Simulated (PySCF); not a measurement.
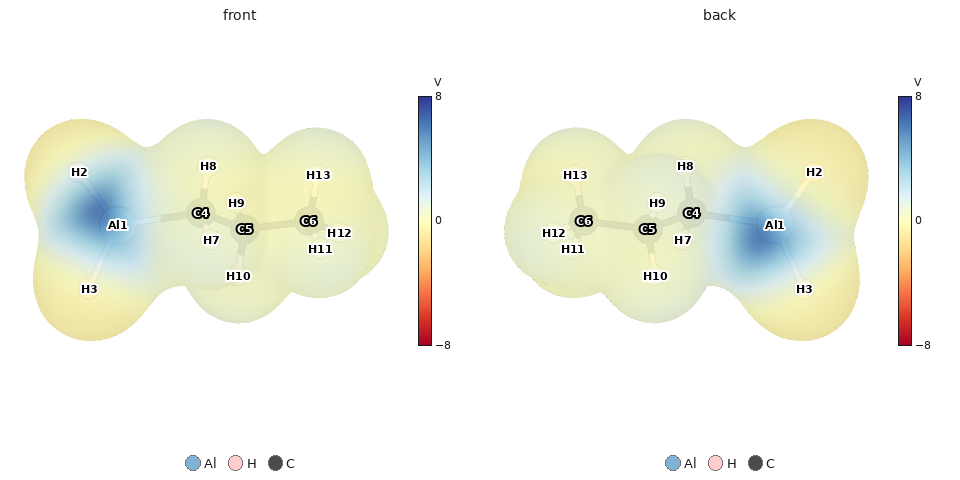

C₃H₉Al (AlH2(nPr)). The molecular electrostatic potential painted on the density surface at 0.004 e/bohr³, seen from the front and from behind; red is negative and blue positive.

Geometry: PBE0-D3(BJ)/def2-SVP.

Level of theory: PBE0/pcSseg-1 Al:pcSseg-2, SCF density, gas phase, non-relativistic (PySCF 2.14.0).

```xyz
13

Al    1.1759    1.9437    0.7811
H     2.7690    1.9860    0.8418
H     0.3798    3.3230    0.6838
C     0.1990    0.2358    0.7663
C    -0.1656   -0.2473   -0.6456
C    -0.9428   -1.5567   -0.6580
H    -0.7287    0.3516    1.3579
H     0.7929   -0.5424    1.2791
H     0.7505   -0.3717   -1.2517
H    -0.7602    0.5251   -1.1671
H    -1.8919   -1.4562   -0.1072
H    -1.1809   -1.8814   -1.6832
H    -0.3662   -2.3617   -0.1752
```

Describe the electrostatic potential map.

The most negative region (about −0.6 V) lies over H2 and H3, the most positive (about +6.0 V) over Al1.

What dipole moment does the calculation give?

Its dipole moment is 0.75 D.
